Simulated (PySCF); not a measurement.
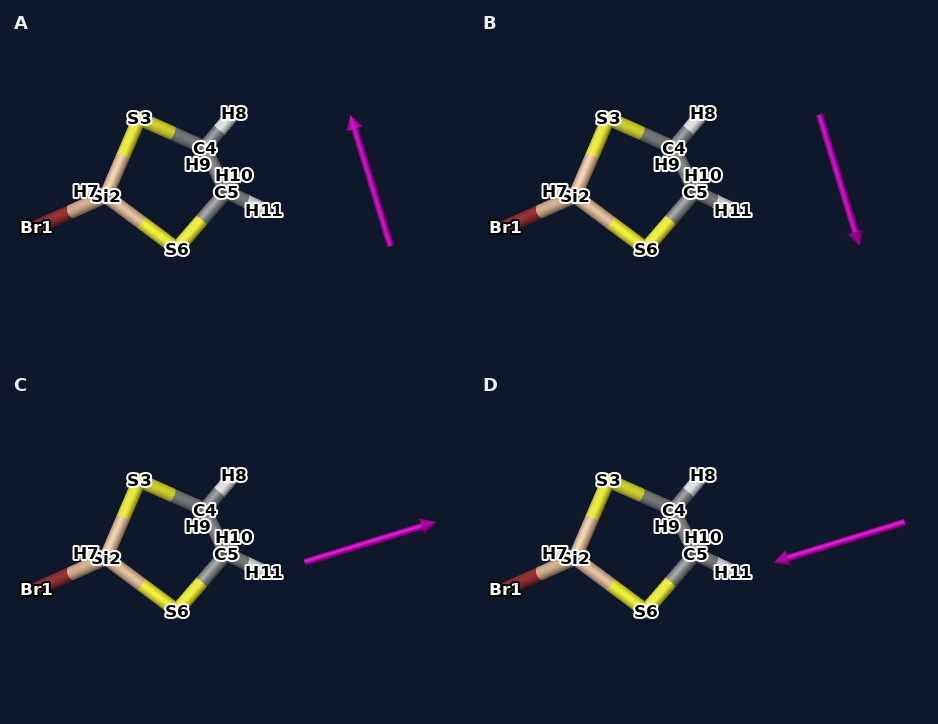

The same molecule four times, each with an arrow. The computed structure is the end point of a GFN2-xTB optimisation. No frequency run is at hand to confirm it as a minimum. Properties computed with ωB97X-D/def2-SVPD, gas phase (PySCF 2.14.0).

### Which arrow points along the dipole moment, from the negative to the positive end?

C. The dipole moment is 2.67 D; it points from the side of Br1 to the side of H8, H11 (the outermost atoms at the two ends).

The geometry is semi-empirical. Around Br, Si such bond lengths and angles can be off by a tenth of an ångström or more and by several degrees, and values that hang on the shape move with them.
